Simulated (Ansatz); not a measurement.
# Gap against volume in H5C5NCl2 (P2_1/m) (156 atoms)

The cell holds 156 atoms: 60 H, 60 C, 12 N and 24 Cl. Cell: a = 13.591 Å, b = 15.946 Å, c = 8.716 Å, α = 90.0°, β = 101.0°, γ = 90.0°. It derives from H5C5NCl2 (P2_1/m), repeated 3×2×1. The starting structure: H5C5NCl2, space group P2_1/m, structure from the Crystallography Open Database, 3 x 2 x 1 conventional cells; every coordinate displaced by a Gaussian of 0.01 Å; bonds to H set to neutron lengths (C-H 1.089, N-H 1.015, O-H 0.983, B-H 1.19 Å) where the listed ones are shorter.

Calculated with Ansatz 0.2.0: Kohn-Sham DFT, revPBE+D4, PAW (set soft_2), plane waves; cutoff 420 eV, Γ point, fermi-dirac smearing of 0.05 eV. The relaxed cell was scaled evenly and the atoms were relaxed at each volume. The gap is that between the highest filled and the lowest empty Kohn-Sham level on the run's k-points.

| volume (Å³/atom) | gap (eV) |
| --- | --- |
| 10.698 | 2.959 |
| 11.173 | 2.870 |
| 11.530 | 2.826 |
| 11.887 | 2.789 |
| 12.243 | ? |
| 12.600 | 2.763 |

**Question.** Fit a straight line in ln V to the rows given and interpolate to the withheld row.

Worked fit:

A volume deformation potential makes the spacing linear in u = ln(V/V0), with V0 = 11.887 Å³ the relaxed volume; v is the spacing.

```
u = ln(V/V0)  v (eV)
   -0.105360  2.9586
  -0.0618746  2.8705
  -0.0304588  2.8264
           0   2.789
   0.0582690  2.7629
```

With n = 5: mean u = -0.0278850, mean v = 2.84148, Σ(u − ū)² = 0.015364, Σ(u − ū)(v − v̄) = -0.018255. Slope b = -0.018255 / 0.015364 = -1.1881; intercept a = v̄ − b ū = 2.8083.

At the withheld volume u = 0.02956, and v = a + b u.

Prediction at 12.243: 2.773 eV. The run gave 2.757 eV, so the fit is high by 0.016 eV (0.58 % of the value).

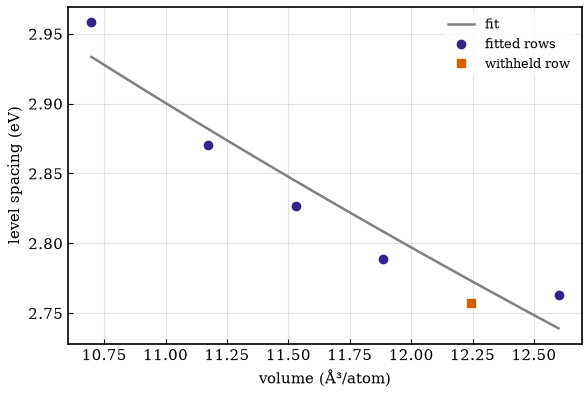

The fit, the rows that it rests on and the withheld row.

The rows follow a line only loosely (correlation 0.96 in size over all rows, under the 0.97 asked here), so the slope of -1.19 eV is a mean trend and no deformation potential. Among the rows given, the largest miss of the fit is at 10.698, by 0.025 eV (12 % of the range of the table).

Limits: The table spans 16 % in volume, wide for a linear law. Semilocal functionals tend to put gaps under measured ones. Only the Γ point is sampled. The mesh needn't hold the band edges.

[Logs are printed without paths, hosts, clocks, repeated set-up lines and the standing remarks that a program may print on its own settings, such as how far it seeks lower states.]

[Hosts, paths, dates, database ids (printed as entryN), source tags and the programs' standing remarks are cut or masked in the printed files.]
